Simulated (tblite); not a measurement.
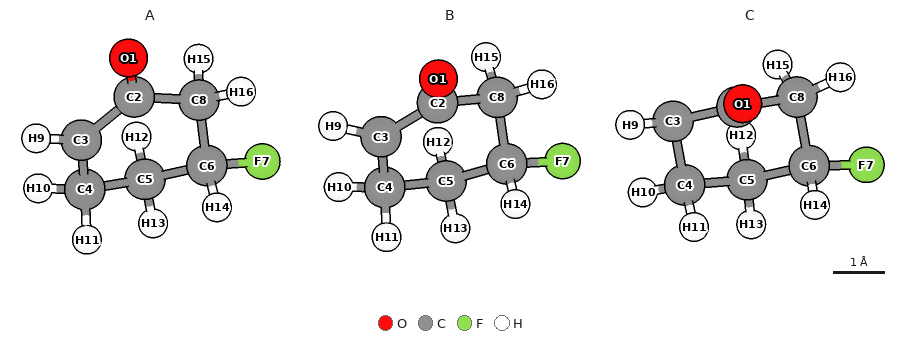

3 geometries from one relaxation of C₆H₈FO (multiplicity 2), in shuffled order. The picture is a ball-and-stick view, seen from a free direction.

Method: tblite 0.8.0, GFN2-xTB geometry optimisation, gas phase. 

Q: Order the frames from highest to lowest energy.

A: C, B, A. They are steps 0, 16, 79, at +19.7 kcal/mol, +2.56 kcal/mol relative to the last. After 79 geometry steps the energy has fallen by 19.7 kcal/mol. O1 moves most after the best rigid fit: 1.00 Å. By element the largest moves are O 1.00 Å, C 0.49 Å, H 0.48 Å, F 0.15 Å. Among the contacts that change: C2–C3 1.480 → 1.420 Å, C3–C4 1.512 → 1.473 Å, C8–H15 1.129 → 1.094 Å, C5–H12 1.120 → 1.092 Å. Bond angles that change, for instance: C2–C3–C4 105.9° → 125.1°, H10–C4–H11 114.7° → 105.3°, C2–C8–C6 105.2° → 112.7°. Cost: 0.35 s on 1 thread of Arm Neoverse V2, with other jobs on the host.
